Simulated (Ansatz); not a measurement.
# AlH3Se: the cost of one run

Computed with the Python package of Ansatz 0.2.0. The levels of theory stand in the script.

## (1) Starting point

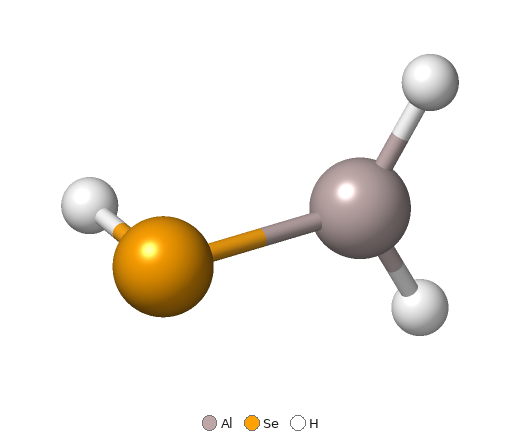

The structure that the script starts from, seen from a chosen angle (aluminium light grey, selenium orange, hydrogen white).

No structure file is read: the coordinates are typed or built in the script.

## (2) Script

The input, cas_alh3se.py:

```python
"""Static correlation in AlH3Se: natural occupations of an active space."""

import ansatz as az


def main() -> None:
    molecule = (
        az.Crystal.molecule()
        .atom("Al", (-0.5101, -0.5043, 0.0501))
        .atom("Se", (0.458, 1.7126, 0.0236))
        .atom("H", (-0.7695, -1.2472, 1.4013))
        .atom("H", (-0.9782, -1.1076, -1.3338))
        .atom("H", (1.8496, 1.0728, -0.1827))
    )

    setup = (
        molecule.calculation()
        .basis(gaussian="def2-SVP")
        .correlation(active_electrons=4, active_orbitals=4)
    )
    for method in [None, "sc_nevpt2", "fic_mrcisd_q"]:
        report = (setup if method is None else setup.correlation(method)).run(threads=1, backend="cpu").report
        space = report["configurations"]
        state = space["states"][0]
        print(method or "casscf", f"total {report['free_energy_ev'] / 27.211386246:.6f} Ha, active-space state {state['energy']['hartree']:.6f} Ha, mean field {report['reference_energy_ev'] / 27.211386246:.6f} Ha")
        print("  determinants", state["n_determinants"], " natural occupations", [round(n, 3) for n in space["natural_occupations"]])
    print("effectively unpaired electrons, sum of min(n, 2 - n):", round(sum(min(n, 2 - n) for n in space["natural_occupations"]), 3))


if __name__ == "__main__":
    main()
```

## (3) Running it

Started as:

```
$ python cas_alh3se.py
```

Q: Estimate wall time and peak memory on 1 thread of Arm Neoverse V1, shared host.

About 13 s, with a peak of 0.2 GiB.
